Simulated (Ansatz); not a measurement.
**AlH3S (SMILES [AlH2][SH]): levels of theory compared**

Wanted: a comparison of 6 runs (r2SCAN/STO-3G, r2SCAN0/STO-3G, wB97X/STO-3G, RPA@PBE/STO-3G, CCSDT(Q)/STO-3G, UCCSD(T)/STO-3G) of AlH3S. 

The results are computed with Ansatz 0.2.0.

52 further runs of the same task are left out: 52 set aside as unsound or not needed.

### Step 1. Starting point

The species is AlH3S (5 atoms), meant as a singlet with charge 0. As SMILES, `[AlH2][SH]`. The H3–Al1 distance was set to 1.973 Å, away from the relaxed value.

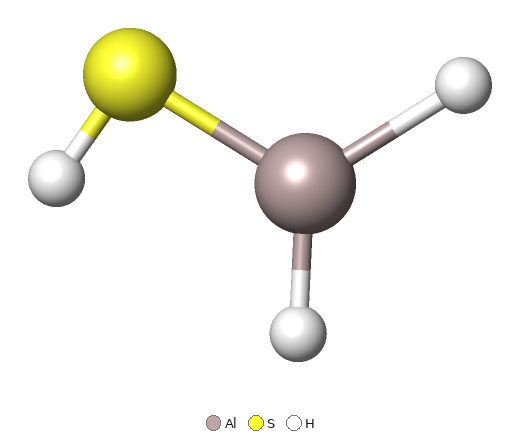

Viewed from a chosen angle; aluminium light grey, sulfur yellow, hydrogen white.

### Step 2. A single-point energy at r2SCAN/STO-3G (run 1)

molecule.yaml reads:

```yaml
crystal:
  periodic: [false, false, false]
  atoms:
    - symbol: Al
      position_ang: [-0.274670, 0.082288, -0.314912]
    - symbol: S
      position_ang: [1.470530, -0.196612, 0.963388]
    - symbol: H
      position_ang: [-1.981700, -0.650100, 0.351100]
    - symbol: H
      position_ang: [-0.099670, 0.842488, -1.689612]
    - symbol: H
      position_ang: [2.301130, 0.434288, 0.115788]
basis:
  gaussian: {orbitals: STO-3G}
hamiltonian: {xc: r2scan}
accuracy: high
```

Launch:

```bash
ansatz run molecule.yaml --threads 1 --pin off --max-ram 2610MiB --events-out events.jsonl --progress --plain --runs-dir runs
```

The program printed:

```text
Warning: RAYON_NUM_THREADS=1 ignored (pool sized by the plan → 1); use --threads N
Functional definition: r2SCAN
  name "r2SCAN"
  parameter k0 = 0.174
  parameter k1 = 0.065
  parameter a1 = 4.9479
  exchange = r2scan_x(k0 = k0, k1 = k1, a1 = a1)
  correlation = r2scan_c
363 factors; integrals over basis functions are off by at most 9.7e-9 eV
mean field evaluation 1: about -17276.6006 eV, gradient 2.5e1 eV
mean field evaluation 2: about -17272.9825 eV, gradient 3.9e1 eV
mean field evaluation 4: about -17279.1545 eV, gradient 1.5e0 eV
mean field evaluation 8: about -17279.0992 eV, gradient 3.0e-2 eV
mean field evaluation 16: about -17279.0992 eV, gradient 7.3e-9 eV
mean field -17279.09921130 eV, -634.9951838212 hartree, gradient 7.5e-9 eV, S^2 0.000000; 0 other end points of the search recorded, 0 dependent functions left out
reference -17279.09921172 eV, -634.9951838365 hartree; 16, 16 occupied and 5, 5 virtual orbitals, 363 factors
Total energy: -17279.09921172 eV, -634.9951838365 hartree
```

Wall time 2.8 s (1 thread of Arm Neoverse V1, shared host); peak memory 0.14 GiB.

### Step 3. The energy at r2SCAN0/STO-3G (run 2)

job.yaml reads:

```yaml
crystal:
  periodic: [false, false, false]
  atoms:
    - {symbol: Al, position_ang: [-0.274670, 0.082288, -0.314912]}
    - {symbol: S, position_ang: [1.470530, -0.196612, 0.963388]}
    - {symbol: H, position_ang: [-1.981700, -0.650100, 0.351100]}
    - {symbol: H, position_ang: [-0.099670, 0.842488, -1.689612]}
    - {symbol: H, position_ang: [2.301130, 0.434288, 0.115788]}
basis:
  gaussian: {orbitals: STO-3G}
accuracy: high
hamiltonian: {xc: {name: r2SCAN0}}
```

Launch:

```bash
ansatz run job.yaml --threads 1 --pin off --max-ram 2610MiB --events-out events.jsonl --progress --plain --runs-dir runs
```

The program printed:

```text
Warning: RAYON_NUM_THREADS=1 ignored (pool sized by the plan → 1); use --threads N
Functional definition: r2SCAN0
  name "r2SCAN0"
  parameter a = 0.25
[... 3 set-up lines as earlier in the session ...]
  exchange = (1 - a)*r2scan_x(k0 = k0, k1 = k1, a1 = a1) + a*exact_x
[... 1 set-up line as earlier in the session ...]
363 factors; integrals over basis functions are off by at most 9.7e-9 eV
mean field evaluation 1: about -17277.3244 eV, gradient 2.1e1 eV
mean field evaluation 2: about -17277.3954 eV, gradient 2.1e1 eV
mean field evaluation 4: about -17279.3163 eV, gradient 3.3e-1 eV
mean field evaluation 8: about -17279.2656 eV, gradient 3.8e-3 eV
mean field evaluation 16: about -17279.2656 eV, gradient 4.8e-9 eV
mean field -17279.26560445 eV, -635.0012986567 hartree, gradient 4.8e-9 eV, S^2 0.000000; 0 other end points of the search recorded, 0 dependent functions left out
reference -17279.26560478 eV, -635.0012986688 hartree; 16, 16 occupied and 5, 5 virtual orbitals, 363 factors
Total energy: -17279.26560478 eV, -635.0012986688 hartree
```

It took 3.3 s on 1 thread of Arm Neoverse V1, shared host; peak memory 0.14 GiB.

Runs 3 to 5 aren't shown in full; the table further down has their settings and results.

### Step 4. A single-point energy at UCCSD(T)/STO-3G (run 6)

in.yaml reads:

```yaml
crystal:
  periodic: [false, false, false]
  atoms:
    - symbol: Al
      position_ang: [-0.274670, 0.082288, -0.314912]
    - symbol: S
      position_ang: [1.470530, -0.196612, 0.963388]
    - symbol: H
      position_ang: [-1.981700, -0.650100, 0.351100]
    - symbol: H
      position_ang: [-0.099670, 0.842488, -1.689612]
    - symbol: H
      position_ang: [2.301130, 0.434288, 0.115788]
basis:
  gaussian:
    orbitals: STO-3G
magnetization:
  spin_polarized: true
correlation:
  method: ccsd_t
  frozen_orbitals: {Al: 5, H: 0, S: 5}
accuracy: high
scf:
  omitted_lower_state_checks: [cluster_reference, increment]
```

Launch:

```bash
ansatz run in.yaml --threads 1 --pin off --max-ram 2610MiB --events-out events.jsonl --progress --plain --runs-dir runs
```

The program printed:

```text
Warning: RAYON_NUM_THREADS=1 ignored (pool sized by the plan → 1); use --threads N
[... 12 lines left out ...]
10 core orbitals not correlated: weight in the atoms' cores, before any rotation towards them, 0.999 or more for the frozen orbitals, at most 0.000 for the correlated occupied ones
[... 22 lines left out ...]
Total energy: -17251.25432624 eV, -633.9719031693 hartree
Checks for a lower state left out: cluster_reference, increment
```

Wall time 0.26 s (1 thread of Arm Neoverse V1, shared host).

### Step 5. All runs side by side

```csv
run,level,frozen core orbitals,energy (Eh),wall time
1,r2SCAN/STO-3G,–,-634.995184,2.8 s
2,r2SCAN0/STO-3G,–,-635.001299,3.3 s
3,wB97X/STO-3G,–,-635.024962,5.4 s
4,RPA@PBE/STO-3G,10,-634.015534,1.7 s
5,CCSDT(Q)/STO-3G,10,-633.972460,0.28 s
6,UCCSD(T)/STO-3G,10,-633.971903,0.26 s
```

### Step 6. Results

| quantity | value |
| --- | --- |
| run 6: total energy | -633.97190 Eh |
| run 6: correlation energy (10 core orbitals frozen) | -94.6 mEh |
| run 6: (T) correction | -1.52 mEh |
| run 6: T1 diagnostic | 0.015 |

Totals of different functionals can't be ranked against each other. In runs 1, 2, 3, 4, 5, 6 the basis is minimal, so the values are rough. All runs together took 14 s, the longest 5.4 s.
